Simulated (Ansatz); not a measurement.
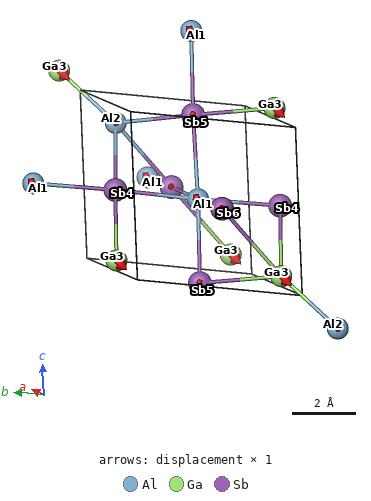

A relaxation of a crystal of Al2GaSb3 (a generated structure, set up in R3m). The starting structure is drawn; red arrows show the displacements (the part carried along by the change of the cell is left out), at their true length.

The picture is a ball-and-stick view of the cell of the calculation, seen from a free direction.

Method: DFT PBE, scalar-relativistic, plane waves, PAW (Ansatz 0.2.0). Settings: plane-wave cutoff 420 eV; k-point mesh 6 × 6 × 6; occupations gaussian; smearing width 0.1 eV; no spin polarisation; cell and atoms relaxed; force threshold 0.01 eV/Å; at most 80 steps.

Which element moves most?

Answer. Gallium: up to 0.50 Å, against 0.24 Å for aluminium.

Describe the change and its energy.

Answer. The energy falls by 0.184 eV per cell of the calculation in 12 accepted moves (14 points after the start). Largest force component: 0.045 eV/Å at the start, 0.0056 eV/Å at the end. Pressure: 0.43 GPa at the start and −0.02 GPa at the end. At 2 points the geometry stayed and the basis and grid were re-selected for the new cell (energy shift of 13.3 meV per cell of the calculation at most each time). The largest move relative to the cell is that of Ga3, 0.50 Å along [−1 −1 −1]. Largest moves by element: Ga 0.50 Å, Al 0.24 Å, Sb 0.15 Å. Cell: a = b = c 5.429 → 5.627 Å (+3.6 %), α 82.3° → 72.6°, β 82.3° → 72.6°, γ 82.3° → 72.6°. Volume +1.2 %. Some distances before and after: Ga3–Sb4 3.074 → 3.761 Å, Al1–Sb4 2.710 → 2.831 Å, Al1–Sb4 (another image) 2.720 → 2.798 Å, Al2–Ga3 2.696 → 2.762 Å. Among the angles between lasting bonds that change: Sb4–Al1–Sb5 84.0° → 70.5°, Al1–Sb6–Al2 94.5° → 83.6°, Sb4–Al1–Sb5 97.7° → 107.3°. The space group stays R3m (No. 160). The run took 4.8 min on 1 thread of Arm Neoverse V2 (shared host), peak memory 0.52 GiB.
